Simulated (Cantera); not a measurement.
Feed: 1 mol CH₃F, a varied amount of F₂, 0.026 mol CH₄, held at 800 °C and 0.133 bar.

Cantera equilibrium calculation (NASA polynomials, part measured and part estimated; ideal gas, pure solids and liquids). Candidate condensed phases: C, C₆H₆, C₇H₈, C₈H₁₈; 95 gas species. Gases not in the tables: C₂F₆ and larger saturated fluorocarbons. The numbers say what is thermodynamically allowed, not how fast it happens.

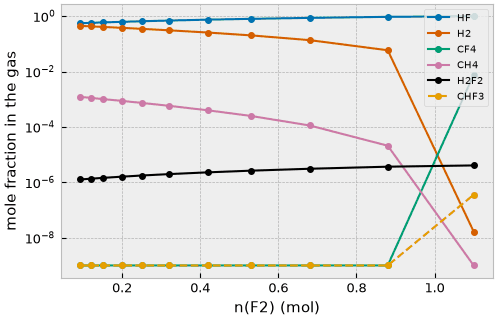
*Equilibrium gas composition (values under 1e-9 drawn at 1e-9)*

From 0.093 mol F₂ to 1.1 mol F₂ the condensed part is C(graphite). The main C-bearing gas is CH₄ at 0.093 mol F₂ and CF₄ at 1.1 mol F₂.
